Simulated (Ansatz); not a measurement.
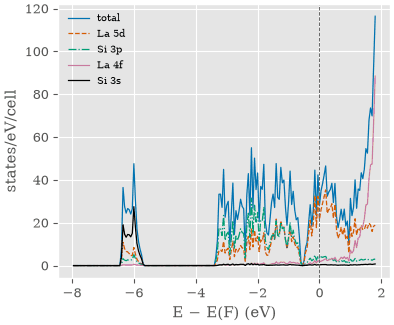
Figure: Total and projected density of states of La5Si4 in space group P4_12_12 (No. 92; Pearson symbol tP36), the program Ansatz at the r²SCAN level (PAW)

Which orbitals carry the states next to the Fermi level?

Within 0.5 eV of the Fermi level: La 5d 75 %, Si 3p 10 %, La 4f 7 %. Projections are on Löwdin-orthogonalised atomic valence shells; empty p or d shells of many metals are not among them.

Where is the tallest occupied peak in this window, and what makes it?

Near -2.2 eV, about 55 states/eV per cell; the largest projected share is Si 3p.

The workflow started from a Materials Project entry (that database holds measured and hypothetical structures alike); the Crystallography Open Database files this formula in space group No. 92, but the cells were not matched. Its standing as an ambient phase is unchecked. The cell was relaxed with r²SCAN under the symmetry of its start; its stability against distortions is not shown here. Scalar-relativistic: spin–orbit coupling is off unless named, which matters more the heavier the elements.

Potentials: the later of the program's two PAW sets.
